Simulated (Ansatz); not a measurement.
**A computed series for hypothetical CsCl type TlAs: pressure series**

Start from TlAs in the CsCl type structure (space group Pm-3m, No. 221; a hypothetical phase, not in the database extracts checked).

```
TlAs
1.0
    3.68311     0.00000     0.00000
    0.00000     3.68311     0.00000
    0.00000     0.00000     3.68311
Tl As
1 1
Direct
  0.00000   0.00000   0.00000
  0.50000   0.50000   0.50000
```

Cell and atoms are relaxed at each pressure.

Calculations: PBE (Ansatz, a first-principles code; PAW; 420 eV plane waves; spin-orbit coupling left out).

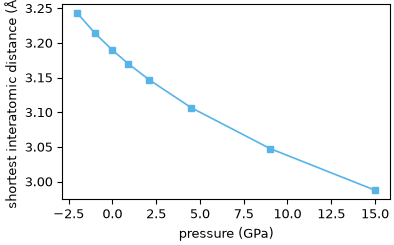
*Shortest interatomic distance against pressure*

From the plot, what is the shortest interatomic distance for pressure 2.1 GPa?

About 3.15 Å.

Is the trend monotonic over the range shown?

Yes, it falls throughout, spanning 298.8 pm to 324.3 pm.

Load acts through the strain it causes; cell and atoms are relaxed under it. Whether these cells are dynamically stable was not tested. No other phases were tried under pressure. The final runs are not spin-polarised.
